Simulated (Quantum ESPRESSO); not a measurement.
# C (Diamond): zone-centre phonons, part 2 of 4

Aim: the zone-centre modes of C (Diamond).

Quantum ESPRESSO 7.5; DFT LDA, scalar-relativistic, plane waves, PseudoDojo norm-conserving pseudopotentials.

So far. Step 2 (A first look): A gap of 4.1 eV opens on this mesh, so the crystal is taken as an insulator; the start stands at -11 GPa. Step 4 (Ground state): The cell stands at -0.018 GPa, close enough for phonons.

## Step 5: Linear response at Γ

At q = 0 one unit cell holds all displacements; symmetry groups them into irreducible representations that are solved one by one. The response to a field gives ε∞ and the Born charges, which polar modes need.

ph.in reads:

```
phonons
&inputph
   prefix = 'x'
   outdir = './tmp'
   fildyn = 'g.dyn'
   tr2_ph = 1.0d-18
   epsil = .true.
/
0.000000000000 0.000000000000 0.000000000000
```

On the command line:

```
OMP_NUM_THREADS=1 mpirun -n 4 ph.x -nk 4 -in ph.in > ph.out
```

The program printed:

```text
[banners, grids, parts of the stress and lines that vanish by symmetry left out]
[banner, memory and clock lines left out]
Program PHONON v.7.5

     ./tmp/x.save/

     IMPORTANT: XC functional enforced from input :
     Exchange-correlation= PW
                           (   1   4   0   0   0   0   0)
     Any further DFT definition will be discarded
     Please, verify this is what you really want

     G-vector sticks info

     Reading collected, re-writing distributed wavefunctions in ./tmp/

     Number and degeneracy of irreps per q-point
       N         xq(1)         xq(2)         xq(3)   N irreps
       1   0.000000000   0.000000000   0.000000000       2
        3   3

     Calculation of q =    0.0000000   0.0000000   0.0000000

     phonons

     bravais-lattice index     =            0
     lattice parameter (alat)  =       4.7269  a.u.
     unit-cell volume          =      74.6828 (a.u.)^3
     number of atoms/cell      =            2
     number of atomic types    =            1
     kinetic-energy cut-off    =      90.0000  Ry
     charge density cut-off    =     360.0000  Ry
     convergence threshold     =      1.0E-18
     beta                      =       0.7000
     number of iterations used =            4
     Exchange-correlation= PW
                           (   1   4   0   0   0   0   0)

     celldm(1)=    4.72692  celldm(2)=    0.00000  celldm(3)=    0.00000
     celldm(4)=    0.00000  celldm(5)=    0.00000  celldm(6)=    0.00000

     crystal axes: (cart. coord. in units of alat)
               a(1) = ( -0.7071  0.0000  0.7071 )
               a(2) = (  0.0000  0.7071  0.7071 )
               a(3) = ( -0.7071  0.7071  0.0000 )

     reciprocal axes: (cart. coord. in units 2 pi/alat)
               b(1) = ( -0.7071 -0.7071  0.7071 )
               b(2) = (  0.7071  0.7071  0.7071 )
               b(3) = ( -0.7071  0.7071 -0.7071 )

     Atoms inside the unit cell:

     Cartesian axes

     site n.  atom      mass           positions (alat units)
        1  C      12.0110   tau(    1) = (   -0.70711    0.70711    0.70711  )
        2  C      12.0110   tau(    2) = (   -0.35355    0.35355    0.35355  )

     Computing dynamical matrix for
                    q = (   0.0000000   0.0000000   0.0000000 )

     49 Sym.Ops. (with q -> -q+G )

     G cutoff =  203.7510  (   8609 G-vectors)     FFT grid: ( 32, 32, 32)
     number of k points=    72
                       cart. coord. in units 2pi/alat
        k(    1) = (   0.0000000   0.0000000   0.0000000), wk =   0.0011574
        k(    2) = (  -0.0589256   0.0589256  -0.0589256), wk =   0.0092593
        k(    3) = (  -0.1178511   0.1178511  -0.1178511), wk =   0.0092593
        [... further k-points left out ...]

     PseudoPot. # 1 for C  read from file:
     ./pseudo/C.upf
     Pseudo is Norm-conserving + core correction, Zval =  4.0
     Using radial grid of 1234 points,  4 beta functions with:
                l(1) =   0
                l(2) =   0
                l(3) =   1
                l(4) =   1

     Mode symmetry, O_h (m-3m)  point group:

     Electric field:
     Dielectric constant
     Born effective charges as d Force / d E

     Atomic displacements:
     There are    2 irreducible representations

     Representation     1      3 modes -  To be done

     Representation     2      3 modes -  To be done

     Alpha used in Ewald sum =   2.8000

     Electric Fields Calculation

      iter #   1   av.it.:   6.3
      thresh= 1.000E-02 alpha_mix =  0.700 |ddv_scf|^2 =  2.584E-08

      iter #   2   av.it.:  10.5
      thresh= 1.607E-05 alpha_mix =  0.700 |ddv_scf|^2 =  3.387E-10

      iter #   3   av.it.:  10.8
      thresh= 1.840E-06 alpha_mix =  0.700 |ddv_scf|^2 =  1.218E-11

      iter #   4   av.it.:  10.9
      thresh= 3.490E-07 alpha_mix =  0.700 |ddv_scf|^2 =  2.639E-14

      iter #   5   av.it.:  10.0
      thresh= 1.624E-08 alpha_mix =  0.700 |ddv_scf|^2 =  1.684E-18

      iter #   6   av.it.:  10.1
      thresh= 1.298E-10 alpha_mix =  0.700 |ddv_scf|^2 =  5.120E-20

     End of electric fields calculation

          Dielectric constant in cartesian axis

          (       5.706386855      -0.000000000      -0.000000000 )
          (      -0.000000000       5.706386855       0.000000000 )
          (      -0.000000000       0.000000000       5.706386855 )

          Effective charges (d Force / dE) in cartesian axis without acoustic sum rule applied (asr)

           atom    1  C     Mean Z*:       -0.00019
      Ex  (       -0.00019       -0.00000        0.00000 )
      Ey  (       -0.00000       -0.00019       -0.00000 )
      Ez  (       -0.00000       -0.00000       -0.00019 )
           atom    2  C     Mean Z*:       -0.00019
      Ex  (       -0.00019        0.00000        0.00000 )
      Ey  (        0.00000       -0.00019        0.00000 )
      Ez  (        0.00000        0.00000       -0.00019 )

          Effective charges Sum: Mean:       -0.00038
             -0.00038       -0.00000        0.00000
             -0.00000       -0.00038        0.00000
              0.00000        0.00000       -0.00038

          Effective charges (d Force / dE) in cartesian axis with asr applied:
           atom    1  C     Mean Z*:       -0.00000
      E*x (       -0.00000       -0.00000       -0.00000 )
      E*y (       -0.00000       -0.00000       -0.00000 )
      E*z (       -0.00000       -0.00000        0.00000 )
           atom    2  C     Mean Z*:        0.00000
      E*x (        0.00000        0.00000        0.00000 )
      E*y (        0.00000        0.00000        0.00000 )
      E*z (        0.00000        0.00000       -0.00000 )

     Representation #   1 modes #   1   2   3

     Self-consistent Calculation

      iter #   1   av.it.:   6.9
      thresh= 1.000E-02 alpha_mix =  0.700 |ddv_scf|^2 =  1.978E-07

      iter #   2   av.it.:  10.7
      thresh= 4.447E-05 alpha_mix =  0.700 |ddv_scf|^2 =  1.527E-09

      iter #   3   av.it.:  10.6
      thresh= 3.908E-06 alpha_mix =  0.700 |ddv_scf|^2 =  5.222E-11

      iter #   4   av.it.:  11.1
      thresh= 7.226E-07 alpha_mix =  0.700 |ddv_scf|^2 =  1.049E-13

      iter #   5   av.it.:  10.9
      thresh= 3.239E-08 alpha_mix =  0.700 |ddv_scf|^2 =  1.152E-16

      iter #   6   av.it.:  10.7
      thresh= 1.074E-09 alpha_mix =  0.700 |ddv_scf|^2 =  4.475E-18

      iter #   7   av.it.:  10.7
      thresh= 2.115E-10 alpha_mix =  0.700 |ddv_scf|^2 =  6.969E-21

     End of self-consistent calculation

     Convergence has been achieved

     Representation #   2 modes #   4   5   6

     Self-consistent Calculation

      iter #   1   av.it.:   7.2
      thresh= 1.000E-02 alpha_mix =  0.700 |ddv_scf|^2 =  1.276E-07

      iter #   2   av.it.:  11.0
      thresh= 3.572E-05 alpha_mix =  0.700 |ddv_scf|^2 =  1.115E-09

      iter #   3   av.it.:  11.2
      thresh= 3.338E-06 alpha_mix =  0.700 |ddv_scf|^2 =  6.014E-11

      iter #   4   av.it.:  11.3
      thresh= 7.755E-07 alpha_mix =  0.700 |ddv_scf|^2 =  1.248E-13

      iter #   5   av.it.:  11.1
      thresh= 3.532E-08 alpha_mix =  0.700 |ddv_scf|^2 =  2.799E-17

      iter #   6   av.it.:  10.2
      thresh= 5.290E-10 alpha_mix =  0.700 |ddv_scf|^2 =  1.994E-18

      iter #   7   av.it.:  10.9
      thresh= 1.412E-10 alpha_mix =  0.700 |ddv_scf|^2 =  2.449E-22

     End of self-consistent calculation

     Convergence has been achieved

     Number of q in the star =    1
     List of q in the star:
          1   0.000000000   0.000000000   0.000000000

          Dielectric constant in cartesian axis

          (       5.706386855      -0.000000000      -0.000000000 )
          (      -0.000000000       5.706386855       0.000000000 )
          (      -0.000000000       0.000000000       5.706386855 )

          Effective charges (d Force / dE) in cartesian axis without acoustic sum rule applied (asr)

           atom    1  C     Mean Z*:       -0.00019
      Ex  (       -0.00019       -0.00000        0.00000 )
      Ey  (       -0.00000       -0.00019       -0.00000 )
      Ez  (       -0.00000       -0.00000       -0.00019 )
           atom    2  C     Mean Z*:       -0.00019
      Ex  (       -0.00019        0.00000        0.00000 )
      Ey  (        0.00000       -0.00019        0.00000 )
      Ez  (        0.00000        0.00000       -0.00019 )

          Effective charges Sum: Mean:       -0.00038
             -0.00038       -0.00000        0.00000
             -0.00000       -0.00038        0.00000
              0.00000        0.00000       -0.00038

          Effective charges (d Force / dE) in cartesian axis with asr applied:
           atom    1  C     Mean Z*:       -0.00000
      E*x (       -0.00000       -0.00000       -0.00000 )
      E*y (       -0.00000       -0.00000       -0.00000 )
      E*z (       -0.00000       -0.00000        0.00000 )
           atom    2  C     Mean Z*:        0.00000
      E*x (        0.00000        0.00000        0.00000 )
      E*y (        0.00000        0.00000        0.00000 )
      E*z (        0.00000        0.00000       -0.00000 )

     Diagonalizing the dynamical matrix

     q = (    0.000000000   0.000000000   0.000000000 )

 **************************************************************************
     freq (    1) =      -0.042679 [THz] =      -1.423623 [cm-1]
     freq (    2) =      -0.042679 [THz] =      -1.423623 [cm-1]
     freq (    3) =      -0.042679 [THz] =      -1.423623 [cm-1]
     freq (    4) =      39.626115 [THz] =    1321.784926 [cm-1]
     freq (    5) =      39.626115 [THz] =    1321.784926 [cm-1]
     freq (    6) =      39.626115 [THz] =    1321.784926 [cm-1]
 **************************************************************************

     Mode symmetry, O_h (m-3m)  point group:

     freq (   1-   3) =         -1.4  [cm-1]   --> T_1u G_15  G_4- I
     freq (   4-   6) =       1321.8  [cm-1]   --> T_2g G_25' G_5+ R
```

The job ended after 20 s (4 MPI ranks of Arm Neoverse V2, shared host; 81 s of CPU time).

Read from the output:

```yaml
miss_of_the_charge_sum_rule: 3.80e-4 e
largest_acoustic_frequency_at_the_zone_centre_before_the_sum_rule: -1.42 cm⁻¹
highest_optical_zone_centre_mode_no_lo_to_term: 1322 cm⁻¹
lowest_optical_zone_centre_mode: 1322 cm⁻¹
mean_high_frequency_dielectric_constant: 5.706
```

Born charge (rows field, columns displacement), before the sum rule (e), principal values of the symmetric part by kind of site:

| atom | atoms with these values | low | middle | high | mean |
| --- | --- | --- | --- | --- | --- |
| C1 | 2 | -0.0002 | -0.0002 | -0.0002 | -0.0002 |

In full for C1:

```
-0.0002  0.0000  0.0000
 0.0000 -0.0002  0.0000
 0.0000  0.0000 -0.0002
```

High-frequency dielectric tensor:

```
5.71 0.00 0.00
0.00 5.71 0.00
0.00 0.00 5.71
```

The acoustic modes at Γ come out as far as 1.4 cm⁻¹ from zero, where they should vanish, a small numerical error; the Born charges miss their sum rule by 3.8e-4 e, which is good.

## Step 6: Zone-centre analysis

A rigid shift of the crystal must cost nothing, but grids and finite bases break this; the acoustic sum rule is imposed before the matrix is diagonalised again.

dynmat.in reads:

```
&input
   fildyn = 'g.dyn'
   asr = 'simple'
   fileig = 'dynmat.eig'
   lperm = .true.
/
```

On the command line:

```
dynmat.x -in dynmat.in > dynmat.out
```

The program printed:

```text
[banner, memory and clock lines left out]
Program DYNMAT v.7.5

     Reading Dynamical Matrix from file g.dyn
     ...Force constants read
     ...epsilon and Z* read
     A direction for q was not specified:TO-LO splitting will be absent

     Polarizability (A^3 units)
     multiply by 0.389287 for Clausius-Mossotti correction
         4.144782   -0.000000   -0.000000
        -0.000000    4.144782    0.000000
        -0.000000    0.000000    4.144782

     IR activities are in (D/A)^2/amu units

# mode   [cm-1]    [THz]      IR
    1      0.00    0.0000    0.0000
    2      0.00    0.0000    0.0000
    3      0.00    0.0000    0.0000
    4   1321.79   39.6261    0.0000
    5   1321.79   39.6261    0.0000
    6   1321.79   39.6261    0.0000

Electronic dielectric permittivity tensor (relative, adimensional)
         5.706387   -0.000000   -0.000000
        -0.000000    5.706387    0.000000
        -0.000000    0.000000    5.706387

 ... with zone-center polar mode contributions
         5.706387    0.000000    0.000000
         0.000000    5.706387    0.000000
         0.000000    0.000000    5.706387
```

Wall time 0.51 s (1 thread).

Unit eigenvectors of the mass-weighted matrix after the sum rule; no LO-TO term. Modes at Γ:

| mode | frequency (cm⁻¹) | symmetry |
| --- | --- | --- |
| 1 | 0.0 | acoustic |
| 2 | 0.0 | acoustic |
| 3 | 0.0 | acoustic |
| 4 | 1321.8 | T2g |
| 5 | 1321.8 | T2g |
| 6 | 1321.8 | T2g |

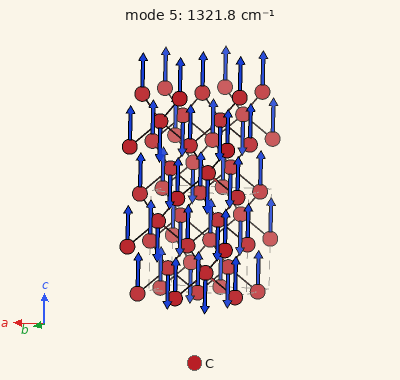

Displacement patterns of mode 5 at Γ; arrows are exaggerated. 1×2×2 conventional cells are drawn. Some periodic images of atoms are drawn too.

The rule moves no optical mode by more than 0.1 cm⁻¹.

## Step 7: Self-consistent run for the response, volume × 0.94

Bonds stiffen under compression, so frequencies follow the volume; the atoms are not relaxed anew.

scf.in reads:

```
&control
   calculation = 'scf'
   prefix = 'x'
   outdir = './tmp'
   pseudo_dir = './pseudo'
   tprnfor = .true.
   tstress = .true.
/
&system
   ibrav = 0
   nat = 2
   ntyp = 1
   ecutwfc = 90.0
   occupations = 'fixed'
   nbnd = 6
/
&electrons
   conv_thr = 1.0d-12
   mixing_beta = 0.7
   electron_maxstep = 100
/
ATOMIC_SPECIES
 C      12.0110  C.upf
CELL_PARAMETERS angstrom
    -1.732635796    0.000000000    1.732635796
     0.000000000    1.732635796    1.732635796
    -1.732635796    1.732635796    0.000000000
ATOMIC_POSITIONS crystal
 C      0.500000000   0.500000000   0.500000000
 C      0.250000000   0.250000000   0.250000000
K_POINTS automatic
 12 12 12 0 0 0
```

On the command line:

```
OMP_NUM_THREADS=1 mpirun -n 4 pw.x -nk 4 -in scf.in > scf.out
```

The program printed:

```text
[banners, grids, parts of the stress and lines that vanish by symmetry left out]
[banner, memory and clock lines left out]
Program PWSCF v.7.5

[...]
kinetic-energy cutoff     =      90.0000  Ry
     charge density cutoff     =     360.0000  Ry
     scf convergence threshold =      1.0E-12
[...]
Exchange-correlation= SLA  PW   NOGX NOGC
                           (   1   4   0   0   0   0   0)
[...]
48 Sym. Ops., with inversion, found (24 have fractional translation)
[...]
number of k points=    72
[...]
End of self-consistent calculation
[...]
highest occupied, lowest unoccupied level (ev):    14.7456   19.1347
!    total energy              =     -24.12464952 Ry
[...]
convergence has been achieved in  10 iterations
[...]
atom    1 type  1   force =    -0.00000000    0.00000000   -0.00000000
     atom    2 type  1   force =     0.00000000   -0.00000000   -0.00000000
     Total force =     0.000000     Total SCF correction =     0.000000
[...]
total   stress  (Ry/bohr**3)                   (kbar)     P=      321.78
[...]
XML data file, charge density, pseudopotentials, collected wavefunctions
```

Run time: 2.2 s. Hardware: 4 MPI ranks; 8.1 s of CPU time.

This step gave:

| Item | Value |
| --- | --- |
| volume per atom | 5.201 Å³ |
| pressure | 32.18 GPa |
| gap on the k-mesh | 4.389 eV |

(Part 2 of 4 ends here.)

[Host names and launcher messages were left out of these logs when they were recorded.]

[Logs are printed without paths, hosts, clocks, repeated set-up lines and the standing remarks that a program may print on its own settings, such as how far it seeks lower states.]

[Hosts, paths, dates, database ids (printed as entryN), source tags and the programs' standing remarks are cut or masked in the printed files.]
